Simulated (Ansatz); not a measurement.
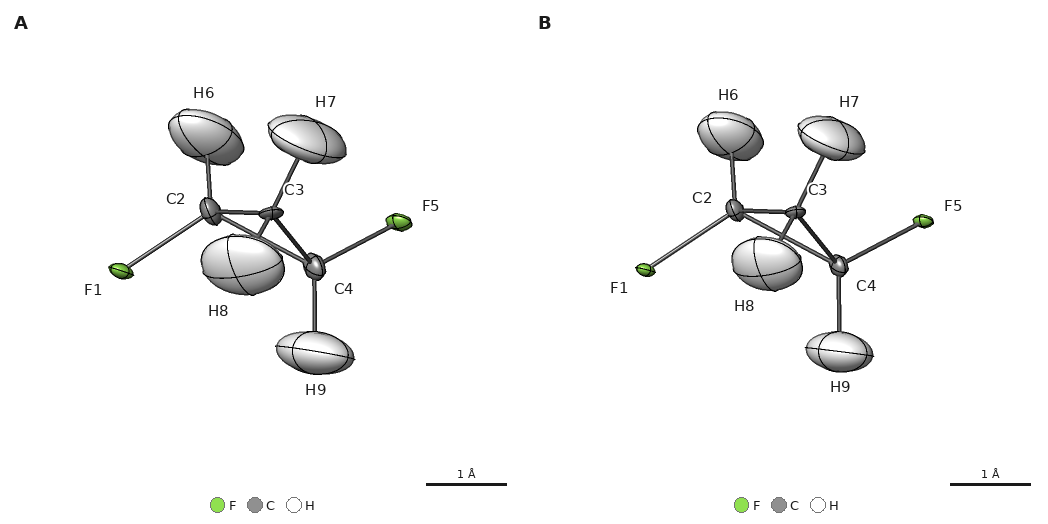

Displacement ellipsoids at the 50 % level, scaled by 2, from the internal vibrations of the free molecule (harmonic, no overall translation or rotation; no half-axis is drawn under 0.075 Å). Vibrations computed with RKS PBE0-D4/def2-TZVP (Ansatz 0.2.0). One panel is for 298 K, the other for 600 K.

**Which panel is for 600 K?**

A.

**How much does the mean-square displacement of F5 grow, and why?**

U_eq goes from 0.0013 to 0.0021 Å², a factor of 1.7. Modes below kT (417 cm⁻¹ at 600 K) grow about in proportion to T, and the lowest lies at 280 cm⁻¹; the mean-square amplitude of a mode is its zero-point value times coth(ħω/2kT), which comes close to 1 only above about 3kT.
